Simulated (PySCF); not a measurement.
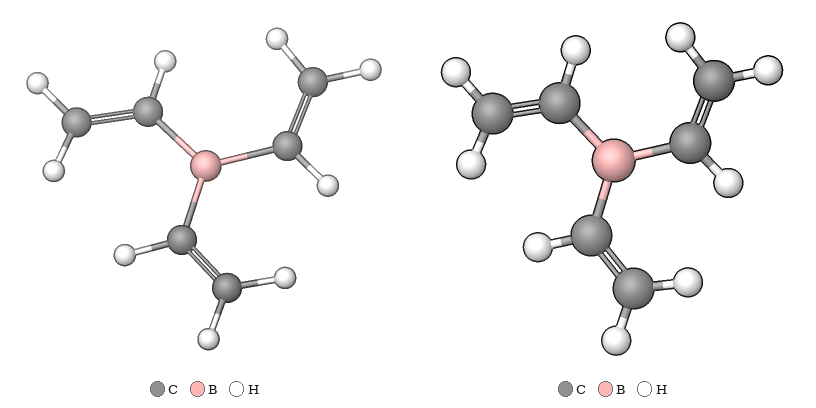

Two views of one molecule.

Computed geometry: PBE0-D3(BJ)/def2-SVP optimisation. No frequency run is at hand to confirm it as a minimum.

Describe the molecule.

The molecule is C₆H₉B. Its SMILES string is `C=CB(C=C)C=C`. It has no ring. Among its groups: alkene. Coordination: 6 C trigonal planar; 1 B trigonal planar.

More results for the same structure follow; atom numbers are the same in all pictures, views and colours differ.

**Geometry**

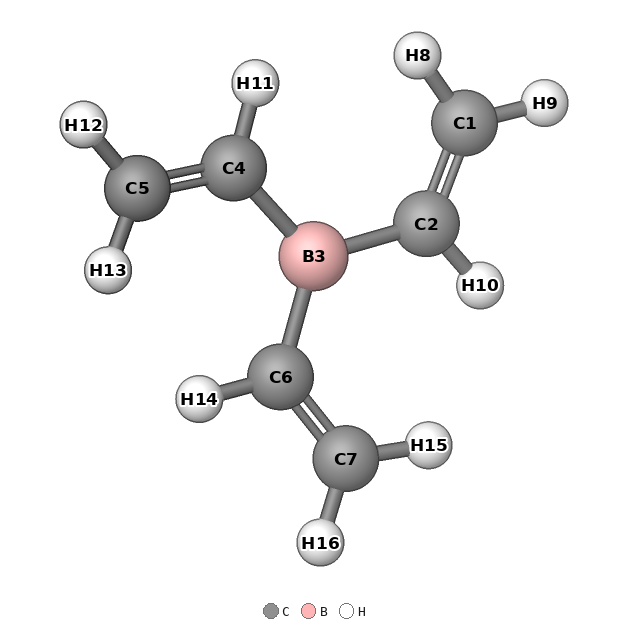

The atoms are numbered. No frequency run is at hand to confirm it as a minimum.

What are the angles C2–B3–C4, C1–C2–B3, B3–C2–H10, C1–C2–H10, C2–C1–H8, C2–C1–H9?

```csv
angle,degrees
C2–B3–C4,120.0
C1–C2–B3,124.3
B3–C2–H10,119.7
C1–C2–H10,116.0
C2–C1–H8,121.9
C2–C1–H9,122.5
```

**Bond orders**

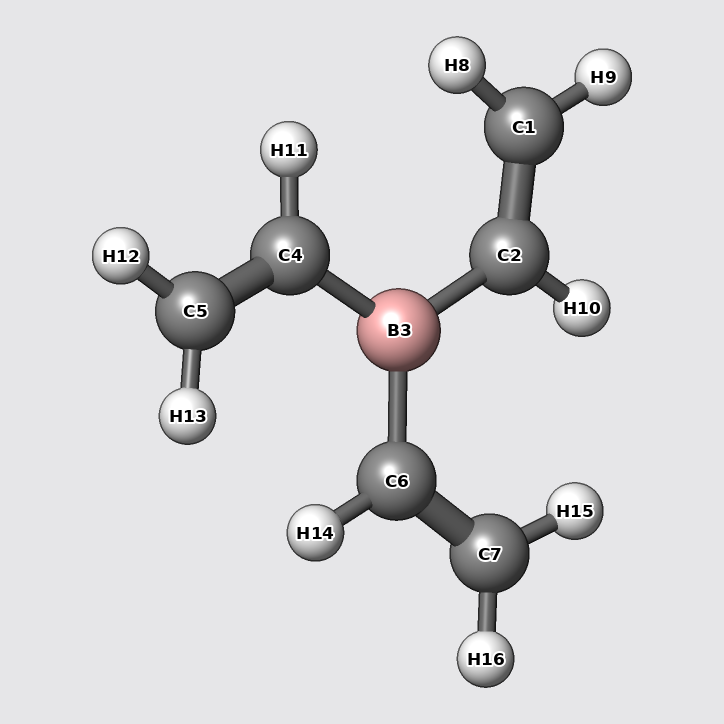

The thickness of each stick grows with its Mayer bond order. No frequency run is at hand to confirm it as a minimum. Computed with PBE0/pcSseg-1 in chloroform (IEF-PCM) (PySCF 2.14.0).

Which bond has the highest Mayer bond order?

Answer. C1–C2 and C4–C5 and C6–C7, 1.94, at a length of 1.343 Å.

List the Mayer bond orders of C2–B3, C1–C2, C2–H10, C1–H8, C1–H9 (one bond of each equivalent set).

```csv
bond,Mayer order,length (Å)
C2–B3,0.97,1.563
C1–C2,1.94,1.343
C2–H10,0.94,1.098
C1–H8,0.94,1.095
C1–H9,0.95,1.096
```

**Polarisability**

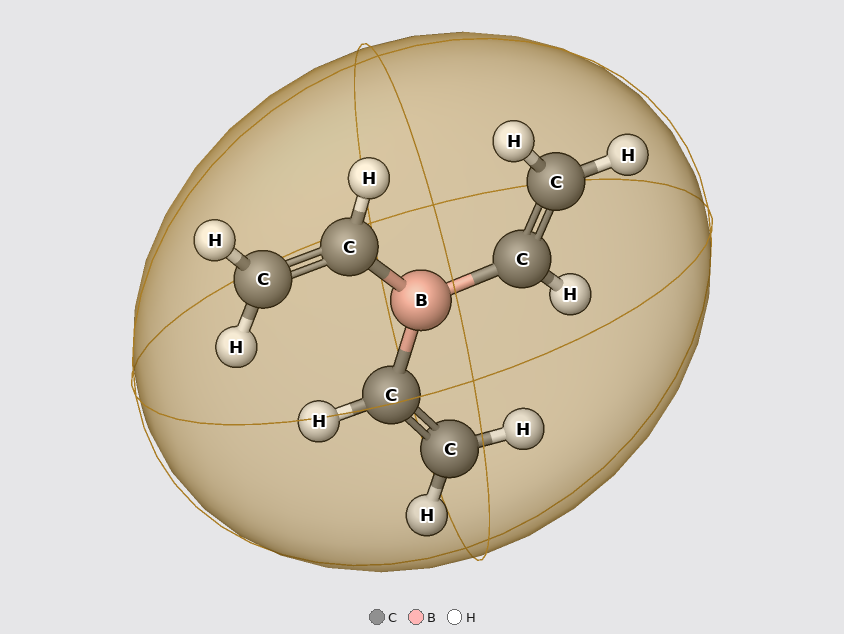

The ellipsoid shows the static dipole polarisability: its half-axes are proportional to the principal values. No frequency run is at hand to confirm it as a minimum. Level of theory: CAM-B3LYP/def2-SVPD in chloroform (IEF-PCM) (PySCF 2.14.0).

Give the principal values, the mean and the anisotropy.

Answer. Principal values 69.9, 139.4, 139.5 bohr³; mean 116.2 bohr³ (17.23 Å³); anisotropy 69.5 bohr³, so the longest axis is 2.00 times the shortest.

**NMR shielding**

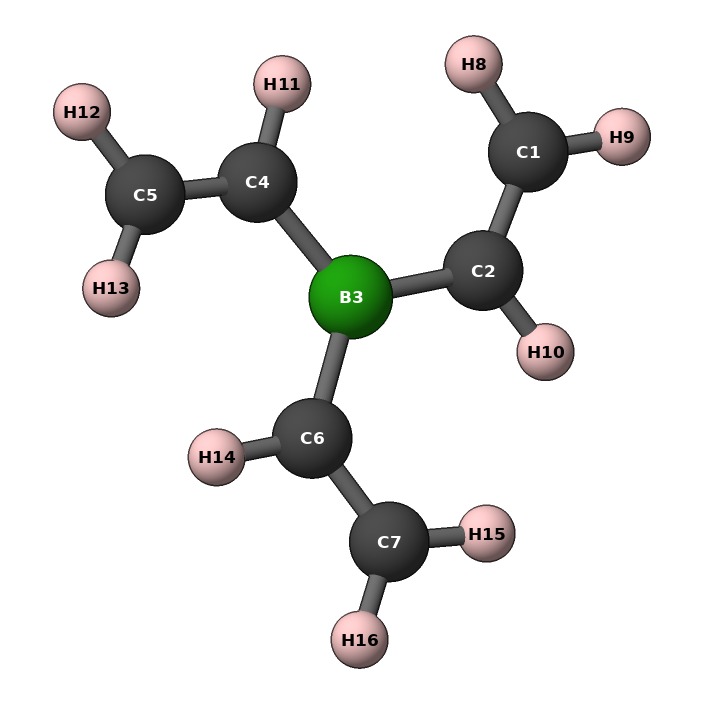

No frequency run is at hand to confirm it as a minimum. Properties computed with GIAO PBE0/pcSseg-1 NMR shielding, non-relativistic, IEF-PCM chloroform (PySCF 2.14.0). Principal shieldings σ11 ≤ σ22 ≤ σ33, span Ω = σ33 − σ11, skew κ = 3(σiso − σ22)/Ω.

Give the shielding tensors of the C atoms.

| atom | σ11 | σ22 | σ33 | σiso | Ω | κ |
| --- | --- | --- | --- | --- | --- | --- |
| C1, C5, C7 | −94.2 | 28.4 | 164.8 | 33.0 | 259.0 | 0.05 |
| C2, C4, C6 | −90.4 | 20.0 | 184.8 | 38.1 | 275.2 | 0.20 |

Shieldings and span in ppm.
